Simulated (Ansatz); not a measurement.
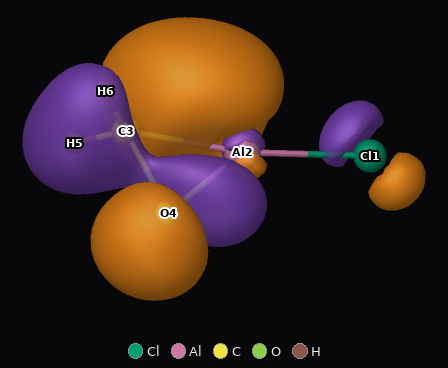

CH2AlClO (SMILES [Cl][Al]1[CH2][O]1). The HOMO at ±0.08 Å⁻³ᐟ² (orange and purple are the two phases), seen at a tilt.

Geometry: PBE0-D4/def2-TZVP.

These are results of RKS PBE0-D4/def2-TZVPP in Ansatz 0.2.0, not measurements.

Input file:

```
crystal:
  periodic: [false, false, false]
  atoms:
    - {symbol: Cl, position_ang: [-2.120755, -2.149256, 0.446810]}
    - {symbol: Al, position_ang: [-0.682921, -0.707001, 0.103800]}
    - {symbol: C, position_ang: [0.624389, 0.630282, 0.108767]}
    - {symbol: O, position_ang: [0.141768, 0.030611, -1.178593]}
    - {symbol: H, position_ang: [1.681917, 0.437727, 0.288273]}
    - {symbol: H, position_ang: [0.397702, 1.693535, 0.184744]}
basis:
  gaussian: {orbitals: def2-TZVPP}
hamiltonian: {xc: pbe0, dispersion: d4}
output: {orbitals: {seedname: orbitals}}
```

Command:

```sh
ansatz run in.yaml --threads 2 --pin off --events-out ev --progress --plain --max-ram 4352MiB
```

Describe this orbital and give its energy.

It lies mainly on O4 (about 35 %), C3 (about 35 %) and Al2 (about 25 %). Its energy is −6.85 eV.
